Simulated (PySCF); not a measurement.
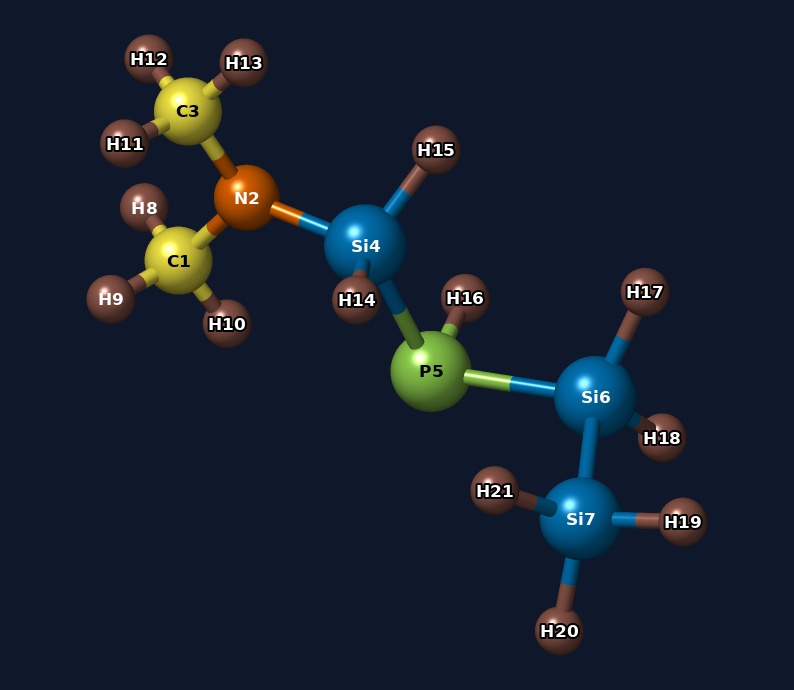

Every bond is drawn as one stick. The computed structure is the end point of a GFN2-xTB optimisation. No frequency run is at hand to confirm it as a minimum. Computed with PBE0/pcSseg-1 (PySCF 2.14.0).

List the Mayer bond orders of C1–N2, N2–C3, N2–Si4, Si4–P5, P5–Si6, Si6–Si7 (bonds between heavy atoms, one of each equivalent set).

```tsv
bond	Mayer order	length (Å)
C1–N2	0.96	1.442
N2–C3	0.96	1.440
N2–Si4	0.99	1.713
Si4–P5	0.93	2.227
P5–Si6	0.96	2.231
Si6–Si7	0.90	2.314
```

The geometry is semi-empirical. Around P, Si such bond lengths and angles can be off by a tenth of an ångström or more and by several degrees, and values that hang on the shape move with them.
